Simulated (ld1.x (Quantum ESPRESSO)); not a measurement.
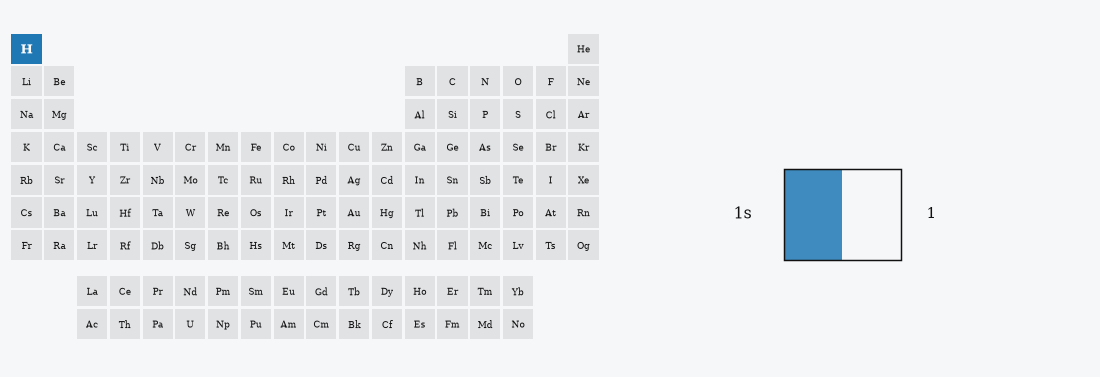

Fig. 1: Left, the place of hydrogen in the periodic table; right, the valence shells of the reference configuration: a box for each of the 2l + 1 orbitals, shaded by the share of the shell that is filled, with the electron count at the right. The shells are those of the unaltered input.

# Pseudopotential generation for H

System: hydrogen (H, Z = 1), core none, reference valence 1s1, valence charge 1. (This line and the method describe the unaltered input from which the odd one was made.)
Method: PAW potential, BLYP, scalar-relativistic, made with ld1.x (Quantum ESPRESSO) 7.5.

### The input
```
 &input
   title='H', zed=1., rel=1, dft='BLYP', iswitch=3, isic=1,
   config='1s1 2p-2',
   nld=2, rlderiv=1.60, eminld=-2.0, emaxld=5.0, deld=0.02
 /
 &inputp
   pseudotype=3, lpaw=.true., tm=.true., lloc=-1, rcloc=1.45,
   nlcc=.false.,
   which_augfun='BESSEL', rmatch_augfun=0.95,
   file_pseudopw='H.UPF', file_wfcaegen='ae.wfc', file_wfcncgen='nc.wfc', file_beta='beta', file_chi='chi', file_wfcusgen='us.wfc'
 /
3
1S  1  0   1.00   0.00  1.15  1.35  0.0
1S  1  0   0.00   0.15  1.15  1.35  0.0
2P  2  1  -2.00   0.05  1.40  1.45  0.0
 &test
   configts(1)='1s1'
 /
```

Hardware: 1 CPU thread, shared host.

Launched with:
```bash
ld1.x < H.in > H.out
```

### Output
```
     Program LD1 v.7.5

 %%%%%%%%%%%%%%%%%%%%%%%%%%%%%%%%%%%%%%%%%%%%%%%%%%%%%%%%%%%%%%%%%%%%%%%%%%%%%%
     Error in routine ld1_readin (1):
     SIC available with all-electron only
 %%%%%%%%%%%%%%%%%%%%%%%%%%%%%%%%%%%%%%%%%%%%%%%%%%%%%%%%%%%%%%%%%%%%%%%%%%%%%%

     stopping ...
```

### What the run reported

- outcome: refused by the program

### What went wrong

One thing in this input was made wrong on purpose: self-interaction correction asked for in a generation. The generator stopped with the message “ld1_readin: SIC available with all-electron only”.
